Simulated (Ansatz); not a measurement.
# What CdAu (Pm-3m) distorts into, part 2 of 2

Wanted: the energy along a soft mode of CdAu (Pm-3m) and the structure at the end.

Ansatz 0.2.0; DFT PBEsol, scalar-relativistic, plane waves, PAW; PAW set soft_1.

So far, highest frequency on the path or at a solved wavevector (cm⁻¹): step 2 (response at finite wavevector) 151. Also lowest frequency on the path (cm⁻¹): step 2 -25.4.

## (6) Relaxation from the frozen mode

Starting from the lowest point found, all atoms and the cell are let go, so that strain and other modes of the same symmetry can join in.

Contents of input.yaml:

```yaml
crystal:
  lattice:
    - [-3.3174904026, 0.0, 0.0]
    - [0.0, -3.3174904026, -3.3174904026]
    - [0.0, -3.3174904026, 3.3174904026]
  atoms:
    - { symbol: Cd, position: [0.5, 0.0413573055, 0.5] }
    - { symbol: Cd, position: [0.5, 0.4586426945, 0.0] }
    - { symbol: Au, position: [0.0, 0.5468919192, 0.5] }
    - { symbol: Au, position: [0.0, -0.0468919192, 0.0] }
kpoints:
  mp_grid: { grid: [12, 10, 10] }
hamiltonian:
  xc: pbesol
  pseudopotentials: { kind: paw, azcp: { folder: soft_1 }, xc_functional: pbe }
scf:
  occupations: { method: methfessel_paxton, width: 0.2 }
output:
  forces: true
  stress: true
  eigenvalues: true
relax:
  adjacent_minimum: "off"
  f_tol: 0.002
  max_steps: 120
  cell: { stress_tol: 0.03 }
```

On the command line:

```sh
$ ansatz run input.yaml --threads 4 --pin off --max-ram 10240MiB --backend cpu --events-out ev --progress --plain --runs-dir out
```

Numbers of over 12 decimals in the logs are rounded to 6 here.

What it wrote:

```text
[...]
Crystal: 4 atoms, lattice volume = 73.023 Å³
Basis set: ecut = 420 eV, 1459 PW (Γ), exchange–correlation on 48×64×64 points (8 copies of the dense FFT grid, shifted against one another)
Bands: 47, of which v1, the nominal top of the filled ones, is band 39 counted from 1 (38 counted from 0)
Symmetry: 8 space group operations
[...]
k-points: 252 of 1200
[...]
SCF iter   1: F=—  HF=-42394.565331 eV  |F-HF|=—  |Δ(HF+E_count)|=         —  Δρ=1.71e-1  dr2=3.36e1  ethr=3.10e-3  ⟨swp⟩=5.9  Hψ=39145  notcnv=0  defer=17
[...]
SCF iter   9: F=-42386.686827 eV  HF=-42386.686827 eV  |F-HF|=2.39e-8  |Δ(HF+E_count)|=   1.11e-7  S|Δr|=    0.00e0  Δρ=5.87e-6  dr2=4.28e-8  ethr=1.28e-10  ⟨swp⟩=10.6  Hψ=55239  notcnv=0
SCF 1 converged in 9 iterations: F = -42386.686827 eV  dr2 = 4.28e-8
[...]
relax step   1: F+E_penalty+E_count = -42386.68682714 eV  Δ(F+E_penalty+E_count) = +0.000e0 eV  max|allowed force component| = 2.283e-2 eV/Å  Δτ_max = 0.0000 Å  P = +0.222 GPa  Ω = 73.023 Å³  (9 SCF iters, dr2 threshold 1.00e-7 eV, accepted)
Crystal: 4 atoms, lattice volume = 73.295 Å³
[...]
iter 1 solved again at ethr=7.31e-6 eV; its pass at ethr=3.10e-3 eV (dr2=5.70e-3 eV) is discarded
[...]
SCF iter   6: F=-42386.692055 eV  HF=-42386.692055 eV  |F-HF|=4.34e-8  |Δ(HF+E_count)|=   2.20e-7  S|Δr|=    0.00e0  Δρ=9.99e-6  dr2=5.34e-8  ethr=5.13e-10  ⟨swp⟩=5.7  Hψ=46967  notcnv=0
SCF 2 converged in 6 iterations: F = -42386.692055 eV  dr2 = 5.34e-8
relax step   2: F+E_penalty+E_count = -42386.69205500 eV  Δ(F+E_penalty+E_count) = -5.228e-3 eV  max|allowed force component| = 5.844e-3 eV/Å  Δτ_max = 0.0111 Å  P = -0.324 GPa  Ω = 73.295 Å³  energy of the carried Pulay correction = -6.693e-5 eV  (6 SCF iters, dr2 threshold 4.00e-7 eV, accepted)
Crystal: 4 atoms, lattice volume = 72.843 Å³
Basis set: ecut = 420 eV, 1435 PW (Γ), exchange–correlation on 48×64×64 points (8 copies of the dense FFT grid, shifted against one another)
[...]
SCF iter   6: F=-42386.693660 eV  HF=-42386.693660 eV  |F-HF|=2.98e-8  |Δ(HF+E_count)|=   1.29e-7  S|Δr|=    0.00e0  Δρ=7.56e-6  dr2=5.42e-8  ethr=5.13e-10  ⟨swp⟩=4.5  Hψ=36756  notcnv=0
SCF 3 converged in 6 iterations: F = -42386.693660 eV  dr2 = 5.42e-8
relax step   3: F+E_penalty+E_count = -42386.69365973 eV  Δ(F+E_penalty+E_count) = -1.605e-3 eV  max|allowed force component| = 1.123e-2 eV/Å  Δτ_max = 0.0043 Å  P = +0.337 GPa  Ω = 72.843 Å³  energy of the carried Pulay correction = +4.430e-5 eV  (6 SCF iters, dr2 threshold 4.00e-7 eV, accepted)
[... from here on, the SCF cycles and remarks between the steps are left out ...]
relax step   4: F+E_penalty+E_count = -42386.69875549 eV  Δ(F+E_penalty+E_count) = -5.096e-3 eV  max|allowed force component| = 2.224e-2 eV/Å  Δτ_max = 0.0233 Å  P = +0.961 GPa  Ω = 72.364 Å³  energy of the carried Pulay correction = +1.634e-4 eV  (7 SCF iters, dr2 threshold 4.00e-7 eV, accepted)
relax step   5: F+E_penalty+E_count = -42386.70293229 eV  Δ(F+E_penalty+E_count) = -4.177e-3 eV  max|allowed force component| = 1.559e-2 eV/Å  Δτ_max = 0.0627 Å  P = +1.403 GPa  Ω = 71.873 Å³  energy of the carried Pulay correction = +2.870e-4 eV  (8 SCF iters, dr2 threshold 4.00e-7 eV, accepted)
relax step   6: F+E_penalty+E_count = -42386.46698554 eV  Δ(F+E_penalty+E_count) = +2.359e-1 eV  max|allowed force component| = 1.566e-1 eV/Å  Δτ_max = 0.1407 Å  P = -7.443 GPa  Ω = 79.037 Å³  energy of the carried Pulay correction = -1.392e-3 eV  (8 SCF iters, dr2 threshold 4.00e-7 eV, rejected (line search))
relax step   7: F+E_penalty+E_count = -42386.70873493 eV  Δ(F+E_penalty+E_count) = -5.803e-3 eV  max|allowed force component| = 6.881e-3 eV/Å  Δτ_max = 0.0025 Å  P = +0.020 GPa  Ω = 72.690 Å³  energy of the carried Pulay correction = +8.236e-5 eV  (12 SCF iters, accepted)
relax step   8: F+E_penalty+E_count = -42386.70779800 eV  Δ(F+E_penalty+E_count) = +9.369e-4 eV  max|allowed force component| = 6.335e-3 eV/Å  Δτ_max = 0.0332 Å  P = -0.249 GPa  Ω = 72.985 Å³  energy of the carried Pulay correction = +9.247e-6 eV  (7 SCF iters, dr2 threshold 2.69e-7 eV, rejected (line search))
relax step   9: F+E_penalty+E_count = -42386.70929761 eV  Δ(F+E_penalty+E_count) = -5.627e-4 eV  max|allowed force component| = 1.957e-2 eV/Å  Δτ_max = 0.0018 Å  P = +0.077 GPa  Ω = 72.659 Å³  energy of the carried Pulay correction = +9.011e-5 eV  (11 SCF iters, accepted)
relax step  10: F+E_penalty+E_count = -42386.71010386 eV  Δ(F+E_penalty+E_count) = -8.062e-4 eV  max|allowed force component| = 1.621e-2 eV/Å  Δτ_max = 0.0230 Å  P = -0.011 GPa  Ω = 72.779 Å³  energy of the carried Pulay correction = +6.034e-5 eV  (6 SCF iters, dr2 threshold 2.36e-7 eV, accepted)
relax step  11: F+E_penalty+E_count = -42386.71059835 eV  Δ(F+E_penalty+E_count) = -4.945e-4 eV  max|allowed force component| = 1.886e-3 eV/Å  Δτ_max = 0.0079 Å  P = -0.007 GPa  Ω = 72.756 Å³  energy of the carried Pulay correction = +6.594e-5 eV  (6 SCF iters, dr2 threshold 1.51e-7 eV, accepted)
relax step  12: F+E_penalty+E_count = -42386.71061845 eV  Δ(F+E_penalty+E_count) = -2.010e-5 eV  max|allowed force component| = 7.620e-4 eV/Å  Δτ_max = 0.0020 Å  P = +0.002 GPa  Ω = 72.755 Å³  energy of the carried Pulay correction = +6.629e-5 eV  (6 SCF iters, dr2 threshold 5.97e-9 eV, accepted)
Basis set: ecut = 420 eV, 1425 PW (Γ), exchange–correlation on 48×72×64 points (8 copies of the dense FFT grid, shifted against one another)
[...]
SCF iter   6: F=-42386.710601 eV  HF=-42386.710601 eV  |F-HF|=0.00e0  |Δ(HF+E_count)|=    0.00e0  S|Δr|=    0.00e0  Δρ=6.46e-8  dr2=2.72e-12  ethr=1.00e-12  ⟨swp⟩=5.8  Hψ=49223  notcnv=0
SCF 13 converged in 6 iterations: F = -42386.710601 eV  dr2 = 2.72e-12
relax step  13: F+E_penalty+E_count = -42386.71060119 eV  Δ(F+E_penalty+E_count) = +1.726e-5 eV  max|allowed force component| = 5.644e-4 eV/Å  Δτ_max = 0.0000 Å  P = -0.010 GPa  Ω = 72.755 Å³  stress off target by 2.12e-2 GPa  SCF on the basis re-selected at this cell (its energy is not comparable with the rows above)  (6 SCF iters)
basis re-selected at this cell: Δ(F+E_penalty+E_count) = +1.726e-5 eV, ΔP = -0.012 GPa vs the last step (what re-selecting the basis moved, of the pressure what is left beyond the Pulay correction that the steps carried, after the strain that the cell walked since its last selection, with what the two solves' SCF thresholds leave and, on support functions, any second-order correction that the steps lacked; it is no measure of the basis error at this ecutwfc). The dense FFT grid was sized anew with the basis: this SCF ran on 24×36×32 points, the steps before it on 24×32×32, so part of this shift can come from that change (see relax.cell in the input reference). [rest of the remark cut]
SCF converged after 6 iterations
[...]
Free energy (F): -42386.710601 eV
[...]
Internal energy: -42386.713081 eV  (E = F + TS)
E sigma→0 (E₀):  -42386.711221 eV
Entropy (-TS):   0.002480 eV (0.620 meV/atom)
Fermi energy:    18.367451 eV
[...]
--- Forces (eV/Å), atoms counted from 1 ---
  atom   1  Cd    -0.00000000    -0.00029430    -0.00029430
  atom   2  Cd     0.00000000     0.00029430     0.00029430
  atom   3  Au    -0.00000000     0.00056438     0.00056438
  atom   4  Au     0.00000000    -0.00056438    -0.00056438
  max |Σ_I F_I| component: 0.00e0 eV/Å
--- Stress (GPa, compression-positive) ---
       -0.021228       0.000000      -0.000000
        0.000000      -0.003866       0.011295
       -0.000000       0.011295      -0.003866
  P = ⅓ Tr σ = -0.0097 GPa (-0.097 kbar)
--- Band table (eV; the first three rows and the last of 252) ---
  k-point 0: bands = [... 35 lower, 14.8760, 14.9606, 16.4946, 16.7433, 18.0342, 20.1513, 22.8488, 23.2461, ... 4 higher]
  k-point 1: bands = [... 35 lower, 14.9010, 14.9200, 15.8493, 16.8047, 18.3229, 20.6777, 22.6386, 22.6922, ... 4 higher]
  k-point 2: bands = [... 35 lower, 14.8486, 14.9059, 14.9554, 17.0169, 18.5348, 21.8229, 21.9761, 22.1540, ... 4 higher]
  k-point 251: bands = [... 35 lower, 15.2646, 16.9683, 16.9683, 17.1948, 17.1948, 19.3804, 19.3804, 20.9454, ... 4 higher]
--- Relaxed structure (12 steps of the walk, 10 accepted, 1 SCFs on fresh bases) ---
  F+E_penalty+E_count = -42386.71060119 eV   max|allowed force component| = 5.644e-4 eV/Å   (the final SCF, on the basis selected at the relaxed cell)
  cell:  # Å, volume = 72.7547 Å³
    - [-3.094967, 0, 0]
    - [0, -3.489419, -3.489419]
    - [0, -3.368386, 3.368386]
  atoms:
    - { symbol: Cd, position: [0.5, 0.053596, 0.5] }
    - { symbol: Cd, position: [0.5, 0.446404, 0.0] }
    - { symbol: Au, position: [0, 0.558469, 0.5] }
    - { symbol: Au, position: [0, -0.058469, -3.469446951953614e-18] }
```

It took 2 min on 4 threads of Arm Neoverse V2, shared host; peak memory 0.84 GiB; 8 min of CPU time.

Relaxation path:

```tsv
step	energy less that of the first step (eV)	largest force component (eV/Å)	pressure (GPa)	volume (Å³)
1	0.0000	0.0228	0.22	73.02
2	-0.0052	0.0058	-0.32	73.30
3	-0.0068	0.0112	0.34	72.84
4	-0.0119	0.0222	0.96	72.36
5	-0.0161	0.0156	1.40	71.87
6	0.2198	0.1566	-7.44	79.04
7	-0.0219	0.0069	0.02	72.69
8	-0.0210	0.0063	-0.25	72.99
9	-0.0225	0.0196	0.08	72.66
10	-0.0233	0.0162	-0.01	72.78
11	-0.0238	0.0019	-0.01	72.76
12	-0.0238	0.0008	0.00	72.75
13*	-0.0238	0.0006	-0.01	72.75
```

Relaxation steps marked * repeat the geometry before them on a plane-wave basis chosen anew for their cell, so energy and pressure can jump there. Relaxation steps 6, 8 were tried and not accepted.

Forces are held to the 8 operations that the run works with; a distortion that breaks them can't arise in this run.

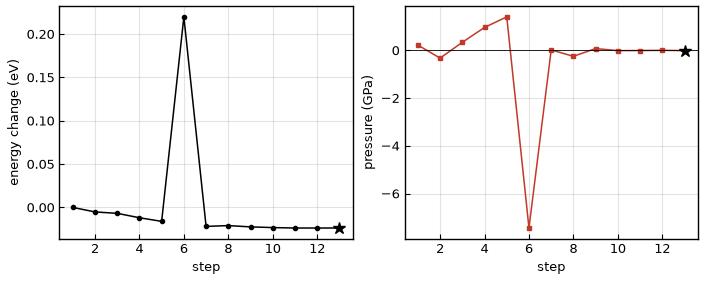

Energy and pressure along the relaxation. Stars mark steps on a basis chosen anew.

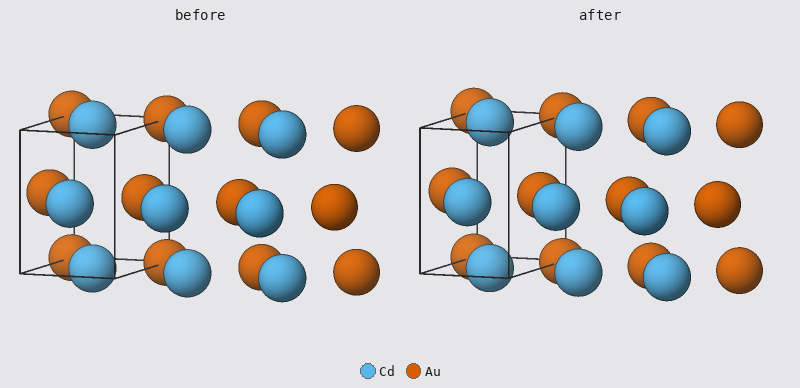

Before and after, at one scale.

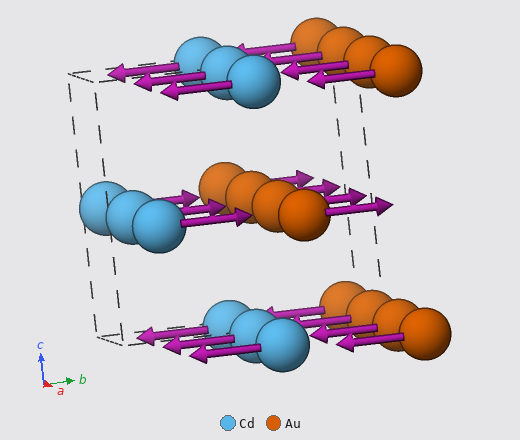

Displacements in the relaxation, exaggerated, measured against the changing cell; the longest in the cell stands for 0.06 Å. 3×1×1 cells are drawn. Some periodic images of atoms are drawn too.

```tsv
cell as run	before	after	change
a (Å)	3.317	3.095	-6.7 %
b (Å)	4.692	4.935	+5.2 %
c (Å)	4.692	4.764	+1.5 %
volume (Å³/atom)	18.26	18.19	-0.4 %
```

The atoms that moved most (Å, as changes of fractional coordinates times the final cell):

```tsv
atom	dx	dy	dz	length
Cd2	0.000	0.043	0.043	0.060
Cd1	0.000	-0.043	-0.043	0.060
Au3	0.000	-0.040	-0.040	0.057
Au4	0.000	0.040	0.040	0.057
```

Numbers from this step:

* pressure: -0.009653 GPa
* volume per atom: 18.19 Å³

The distorted start has space group Pmma; the relaxation ends in Pmma.

## (7) The new phase in its own primitive cell

The relaxed structure is symmetrised, reduced to its primitive cell and relaxed tightly, as its phonons need.

input.yaml, the sections that differ from step 6:

```yaml
crystal:
  lattice:
    - [4.7636169438, 0.0, 0.0]
    - [0.0, 3.0949673122, 0.0]
    - [0.0, 0.0, 4.9347837495]
  atoms:
    - { symbol: Cd, position: [0.25, 0.5, 0.8035964211] }
    - { symbol: Cd, position: [0.75, 0.5, 0.1964035789] }
    - { symbol: Au, position: [0.25, 0.0, 0.3084686748] }
    - { symbol: Au, position: [0.75, 0.0, 0.6915313252] }
kpoints:
  mp_grid: { grid: [10, 14, 8] }
relax:
  adjacent_minimum: "off"
  f_tol: 0.001
  max_steps: 60
  cell: { stress_tol: 0.01 }
# hamiltonian, scf, output: as in step 6
```

What it wrote:

```text
[...]
Crystal: 4 atoms, lattice volume = 72.755 Å³
Basis set: ecut = 420 eV, 1425 PW (Γ), exchange–correlation on 64×48×72 points (8 copies of the dense FFT grid, shifted against one another)
Bands: 47, of which v1, the nominal top of the filled ones, is band 39 counted from 1 (38 counted from 0)
Symmetry: 8 space group operations
[...]
k-points: 240 of 1120
[...]
--- Relaxed structure (7 steps of the walk, 5 accepted, 1 SCFs on fresh bases) ---
[...]
cell:  # Å, volume = 72.7069 Å³
    - [4.780970, 0.0, 0.0]
    - [0.0, 3.046756, 0.0]
    - [0.0, 0.0, 4.991396]
  atoms:
    - { symbol: Cd, position: [0.250000, 0.5, 0.807762] }
    - { symbol: Cd, position: [0.75, 0.5, 0.192238] }
    - { symbol: Au, position: [0.250000, 0.0, 0.312254] }
    - { symbol: Au, position: [0.75, 0.0, 0.687746] }
[key lines of the parts left out:]
SCF converged after 6 iterations
Free energy (F): -42386.710897 eV
Fermi energy:    18.384118 eV
P = ⅓ Tr σ = 0.0009 GPa (0.009 kbar)
```

Elapsed: 72 s, on 4 threads; peak memory 0.81 GiB.

The steps of the relaxation:

```tsv
step	energy less that of the first step (eV)	largest force component (eV/Å)	pressure (GPa)	volume (Å³)
1	0.0000	0.0084	0.03	72.75
2	-0.0009	0.0055	-0.03	72.76
3	-0.0010	0.0262	0.52	72.37
4	-0.0016	0.0059	-0.34	72.93
5	-0.0016	0.0275	0.22	72.56
6	-0.0019	0.0022	0.03	72.69
7	-0.0019	0.0001	0.00	72.71
8*	-0.0019	0.0001	0.00	72.71
```

Relaxation steps marked * repeat the geometry before them on a plane-wave basis chosen anew for their cell, so energy and pressure can jump there. Relaxation steps 3, 5 were tried and not accepted.

The run keeps the 8 symmetry operations that it works with, so distortions that break them were not tested.

```tsv
conventional cell, symmetrised	before	after	change
a (Å)	4.764	4.781	+0.4 %
b (Å)	3.095	3.047	-1.6 %
c (Å)	4.935	4.991	+1.1 %
volume (Å³/atom)	18.19	18.18	-0.1 %
```

The atoms that moved most (Å, as changes of fractional coordinates times the final cell):

```tsv
atom	dx	dy	dz	length
Cd2	0.000	0.000	-0.021	0.021
Cd1	0.000	0.000	0.021	0.021
Au3	0.000	0.000	0.019	0.019
Au4	0.000	0.000	-0.019	0.019
```

This step gave:

| Item | Value |
| --- | --- |
| pressure | 9.14e-4 GPa |
| volume per atom | 18.18 Å³ |

The largest force component left is 0.094 meV/Å and the pressure is 0.001 GPa, within the tolerances set. The cell now holds 18.18 Å³/atom.

## (8) Modes of the new phase, k-mesh 10×14×8

A relaxed structure may still be a saddle point, so its zone-centre modes are computed. No field response is asked, since the mesh shows no gap.

input.yaml, the sections that differ from step 7:

```yaml
crystal:
  lattice:
    - [4.7809699233, 0.0, 0.0]
    - [0.0, 3.0467564516, 0.0]
    - [0.0, 0.0, 4.9913963142]
  atoms:
    - { symbol: Cd, position: [0.25, 0.5, 0.8077624823] }
    - { symbol: Cd, position: [0.75, 0.5, 0.1922375177] }
    - { symbol: Au, position: [0.25, 0.0, 0.3122542333] }
    - { symbol: Au, position: [0.75, 0.0, 0.6877457667] }
output:
  eigenvalues: true
phonons:
  method: dfpt
# kpoints, hamiltonian, scf: as in step 7
# relax: removed
```

What it wrote:

```text
zone centre: on kpoints.mp_grid the ground state, and the responses unless they are solved on pairs of k-points, stand on 240 of the mesh's 1120 k-points, reduced under 4 symmetry operations, with k and −k counted as one. Each operation leaves every solved displacement unchanged or reverses it
[...]
Crystal: 4 atoms, lattice volume = 72.707 Å³
Basis set: ecut = 420 eV, 1437 PW (Γ), exchange–correlation on 64×48×72 points (8 copies of the dense FFT grid, shifted against one another)
Bands: 47, of which v1, the nominal top of the filled ones, is band 39 counted from 1 (38 counted from 0)
Symmetry: 8 space group operations
k-points: 240 of 1120 (irreducible under 4 space group operations, time reversal used)
[...]
SCF iter   1: F=—  HF=-42395.323394 eV  |F-HF|=—  |Δ(HF+E_count)|=         —  Δρ=1.81e-1  dr2=3.97e1  ethr=3.10e-3  ⟨swp⟩=6.2  Hψ=37780  notcnv=0  defer=25
[...]
SCF iter  13: F=-42386.710897 eV  HF=-42386.710897 eV  |F-HF|=1.46e-11  |Δ(HF+E_count)|=  1.46e-11  S|Δr|=    0.00e0  Δρ=3.07e-8  dr2=5.49e-13  ethr=1.00e-12  ⟨swp⟩=5.0  Hψ=40805  notcnv=0
SCF 1 converged in 13 iterations: F = -42386.710897 eV  dr2 = 5.49e-13
[...]
DFPT response loops at Γ: preconditioner auto → Kerker (q_TF=auto, 2.760 Å⁻¹) (partly filled bands, converged f_vac=0.000); β = 1.00, the filter's whole step (`scf.mixing.beta` (0.50) is not read by the response loops under this deck's `scf.mixing.preconditioner`; to damp them name `kerker` or `kerker_dos`, under which they read `scf.mixing.beta`, and type it under 1.00, their step now; both keys bind the ground state too); Broyden in place of MSR1
SCF converged after 13 iterations
[...]
Free energy (F): -42386.710897 eV
[...]
Internal energy: -42386.712746 eV  (E = F + TS)
E sigma→0 (E₀):  -42386.711359 eV
Entropy (-TS):   0.001850 eV (0.462 meV/atom)
Fermi energy:    18.384118 eV
[...]
--- Band table (eV; the first three rows and the last of 240) ---
  k-point 0: bands = [... 35 lower, 14.9289, 15.0211, 16.4683, 16.7174, 17.8736, 20.0489, 22.7364, 23.1928, ... 4 higher]
  k-point 1: bands = [... 35 lower, 14.8785, 15.0247, 15.7494, 16.8263, 18.9079, 20.3229, 22.1077, 22.8257, ... 4 higher]
  k-point 2: bands = [... 35 lower, 14.7585, 14.8386, 15.0329, 17.6116, 19.5290, 21.2010, 21.7337, 21.9565, ... 4 higher]
  k-point 239: bands = [... 35 lower, 15.3078, 17.0561, 17.0561, 17.3074, 17.3074, 19.5444, 19.5444, 21.0002, ... 4 higher]
--- Phonons (Γ-DFPT): 6 representative perturbations + reference, on 240 of 1120 k-points (Σ response iterations 18) ---
  k mesh reduced under 4 symmetry operations, with k and −k counted as one. Each operation leaves every solved displacement unchanged or reverses it
  ASR residual: 6.024e-5 → 0.000e0 eV/Å²; symmetrization residual: 3.304e-5 eV/Å²
  ASR residual per site (eV/Å²): 6.02e-5 6.02e-5 5.85e-5 5.85e-5
  Γ frequencies (cm⁻¹): 0.00 0.00 0.00 46.70 47.26 60.62 78.66 97.63 118.42 122.16 143.41 154.79
  non-analytic LO–TO correction: not included (Born effective charges unavailable; polar crystals: no LO–TO splitting at Γ)
```

Elapsed: 1.9 min, on 4 threads; peak memory 2.2 GiB; 7.3 min of CPU time.

Numbers from this step:

```
sum-rule residual before enforcement                    : 6.02e-5 eV/Å²
point group                                             : mmm
highest optical mode at the zone centre (no LO-TO term) : 154.8 cm⁻¹
lowest optical zone-centre mode                         : 46.7 cm⁻¹
```

Patterns of degenerate modes are one choice out of their space. The modes at Γ (shares of kinetic energy by element, %):

```tsv
mode	frequency (cm⁻¹)	symmetry	Cd %	Au %
1	0.0	acoustic	36	64
2	0.0	acoustic	36	64
3	0.0	acoustic	36	64
4	46.7	Ag	32	68
5	47.3	B2g	31	69
6	60.6	B3g	2	98
7	78.7	B3g	98	2
8	97.6	B2u	64	36
9	118.4	B3u	64	36
10	122.2	B1u	64	36
11	143.4	Ag	68	32
12	154.8	B2g	69	31
```

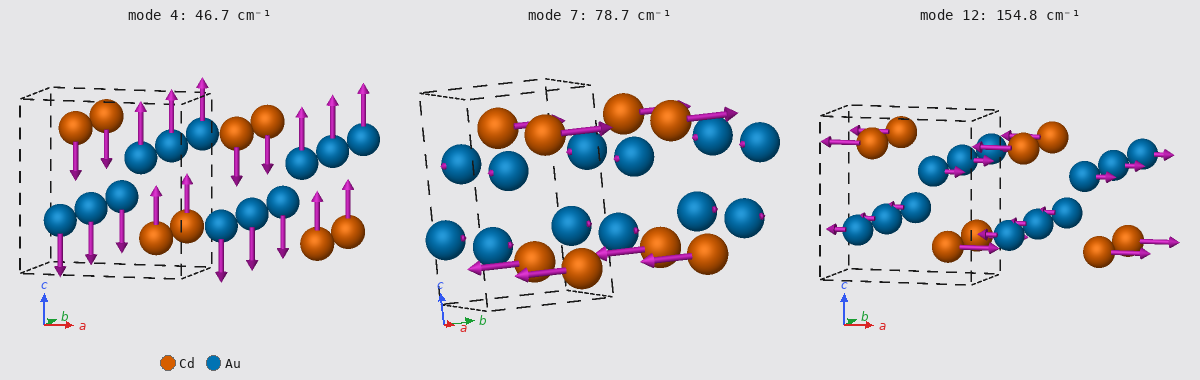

Displacement patterns of modes 4, 7 and 12 at Γ; arrows are exaggerated. 2×2×1 cells are drawn. Some periodic images of atoms are drawn too.

Before it was imposed, the acoustic sum rule was missed by 6.0e-5 eV/Å². Small misses are needed for a sound result but don't prove that mesh and cutoff are converged. The lowest optical mode is real, 46.7 cm⁻¹.

## (9) What came out

| Quantity | Value |
| --- | --- |
| unstable mode of the parent | q = (0, -0.5, -0.5), 25i cm⁻¹ |
| depth at the lowest point sampled | 2.63 meV/atom |
| largest atomic shift at that point | 0.22 Å |
| space group reached (within 0.01 Å) | Pmma |
| energy gained over the parent (first relaxation, on the mesh of the frozen mode) | 8.81 meV/atom |
| volume per atom, phase reached | 18.2 Å³ |
| lowest optical zone-centre mode, phase reached | 46.7 cm⁻¹ |
| highest optical mode at the zone centre (no LO-TO term), phase reached | 155 cm⁻¹ |

What this shows: Along this mode the structure falls into Pmma, 8.81 meV/atom below the parent. At the parent's cell the well is 2.631 meV/atom deep on the steps tried, with its lowest point at a shift of 0.22 Å. Relaxing atoms and cell changes the gain by +6.18 meV/atom against the lowest step (energies at zero smearing). Most of the total comes from this relaxation. The new phase has no imaginary mode at the zone centre of its cell; other wavevectors were not checked. Of the 4 patterns followed to their end from this parent, this one reaches the lowest energy. Each path keeps the symmetry of its pattern, so a lower phase may lie along a pattern not tried. With no gap, or one that is small against the smearing, the frequencies hang on the k mesh and the smearing, most of all near Kohn anomalies. The phonon runs are without spin polarisation, although the cell has an odd electron count. Spin-orbit coupling is left out, which can matter for the heavy elements here. The PAW files were made for PBE and serve the other functionals too. A phonon run warned that its eigensolver left some bands unconverged in a pass.

[Logs are printed without paths, hosts, clocks, repeated set-up lines and the standing remarks that a program may print on its own settings, such as how far it seeks lower states.]

[Hosts, paths, dates, database ids (printed as entryN), source tags and the programs' standing remarks are cut or masked in the printed files.]
